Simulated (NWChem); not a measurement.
**HF/3-21G run of SiBrCl3 (bromotrichlorosilane)**

What is the vertical ionisation energy of SiBrCl3 (bromotrichlorosilane) at HF/3-21G? 

The calculation is run with NWChem 7.3.0.

5 further runs of the same task are left out: 5 that didn't finish.

## Step 1: The system as given

SiBrCl3: 5 atoms, total charge 0, spin state singlet. SMILES: `Cl[Si](Cl)(Cl)Br`. The shape is that of a PBE0-D4/def2-TZVP optimisation.

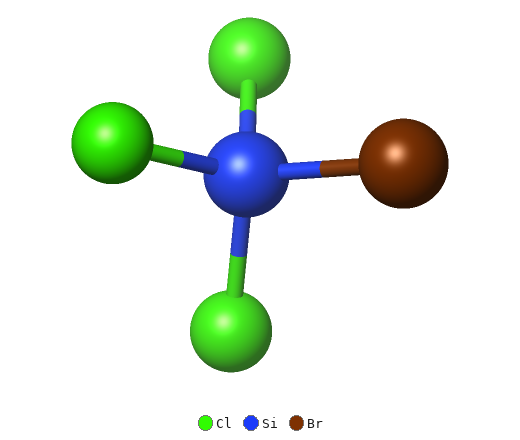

Viewed from a chosen angle; chlorine green, silicon blue, bromine brown.

## Step 2: A single-point energy at HF/3-21G

Contents of struct.nw:

```
start struct
title "BrCl3Si energy"
memory stack 880 mb heap 220 mb global 1100 mb
charge 0
geometry units angstroms noautosym nocenter noautoz
  Cl      -0.852900      -0.217700       1.821600
  Si       0.003400      -0.042600      -0.003200
  Cl       1.690500      -1.158200      -0.059200
  Cl      -1.285700      -0.709700      -1.412800
  Br       0.494400       2.054400      -0.387900
end
basis "ao basis" spherical bse
  * library 3-21G
end
scf
  thresh 1e-08
  maxiter 80
  noprint "final vectors analysis"
end
task scf energy
```

The run is started by

```sh
nwchem struct.nw > struct.out
```

What it wrote:

```text
[...]
  functions       =    74
[...]
  wavefunction    = RHF
[...]
         Total SCF energy =  -4219.472098424250
      One-electron energy =  -7298.370128891283
      Two-electron energy =   2360.329452087363
 Nuclear repulsion energy =    718.568578379669
        Time for solution =      7.8s
[...]
```

It took 8.7 s on 1 thread of Intel Xeon Platinum 8259CL at 2.50GHz (Skylake/Cascade Lake), shared host; peak memory 0.099 GiB.

## Step 3: The doublet cation at the same level

Contents of brcl3si.nw:

```
start brcl3si
title "BrCl3Si energy"
memory 2200 mb
charge 1
geometry noautosym nocenter noautoz
 Cl   -0.852900   -0.217700    1.821600
 Si    0.003400   -0.042600   -0.003200
 Cl    1.690500   -1.158200   -0.059200
 Cl   -1.285700   -0.709700   -1.412800
 Br    0.494400    2.054400   -0.387900
end
basis spherical bse
 * library 3-21G
end
scf
 doublet
 uhf
 thresh 1e-08
 maxiter 80
 noprint "final vectors analysis"
end
task scf energy
```

The run is started by

```sh
nwchem brcl3si.nw > brcl3si.out
```

What it wrote:

```text
[...]
  functions       =    74
[...]
  wavefunction    = UHF
[...]
         Total SCF energy =  -4219.054500938468
      One electron energy =  -7274.944697557265
      Two electron energy =   2337.321618239128
 Nuclear repulsion energy =    718.568578379669
                       Sz =      0.5000
                 Sz(Sz+1) =      0.7500
                      S^2 =      0.7527
[...]
```

Run time: 46 s. Hardware: 1 thread of Intel Xeon Platinum 8259CL at 2.50GHz (Skylake/Cascade Lake), shared host; peak memory 0.099 GiB.

## Step 4: Results

Level: HF/3-21G.

| quantity | value |
| --- | --- |
| singlet SiBrCl3: total energy | -4219.47210 Eh |
| singlet SiBrCl3: dipole moment | 0.86 D |
| doublet cation: total energy | -4219.05450 Eh |
| doublet cation: ⟨S²⟩ | 0.753 |
| vertical ionisation energy (to the doublet cation) | 11.363 eV |

The vertical ionisation energy comes to 11.36 eV (1096 kJ/mol). Mulliken charges (singlet SiBrCl3) run from -0.33 on Cl1 to +1.14 on Si2; they depend strongly on the basis.
